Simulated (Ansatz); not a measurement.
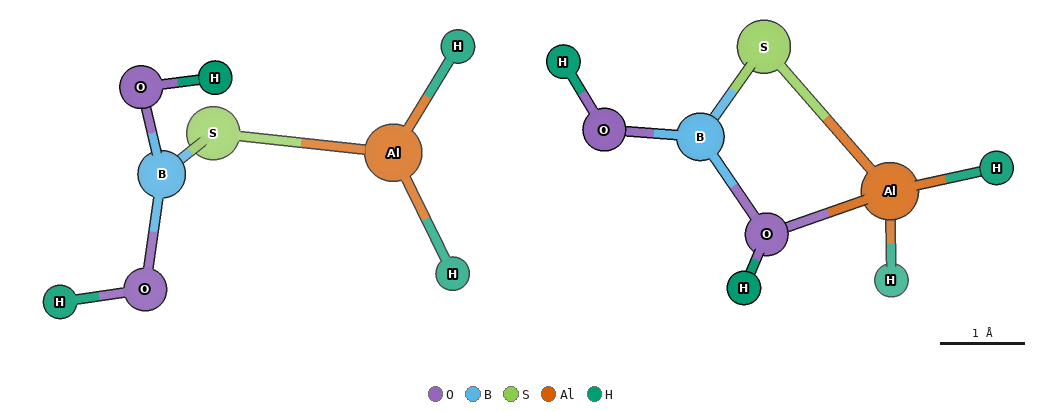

Two geometries of AlBH₄SO₂ (coarse preliminary run), drawn at one scale. One is the start of a relaxation, the other its converged end. The picture is a ball-and-stick view, seen at a tilt.

All numbers below come from RKS PBE-D4/def2-SVP (Ansatz 0.2.0). Settings: force threshold 0.03 eV/Å; at most 200 steps.

### Which one is relaxed?

The right one is the relaxed one. The start comes from a force field. An H atom moves most after the best rigid fit: 2.26 Å. Largest moves by element: H 2.26 Å, O 1.39 Å, S 1.22 Å, Al 0.57 Å, B 0.51 Å. Near-neighbour distances that change, for instance: Al–O 3.727 → 2.000 Å, H–O 1.069 → 0.975 Å, B–O 1.441 → 1.361 Å, Al–S 2.242 → 2.313 Å. New bonds form, among them: Al–O (3.73 → 2.00 Å). Among the angles between lasting bonds that change: B–O–H 101.5° → 119.7°, B–S–Al 94.7° → 76.5°, O–B–S 117.7° → 132.6°. Groups turn about B–O by about 95°, B–O by about 90°, B–S by about 85°. After 25 accepted moves (28 points after the start) the energy has fallen by 2.384 eV. The largest force component goes from 2.6 to 0.0097 eV/Å. The line search rejected the trial steps at points 17, 20, 25 of the run. The forces were under the threshold at step 21, but the run went on from there. Cost: 33 s on 4 threads of Intel Xeon @ 2.80GHz, with other jobs on the host.
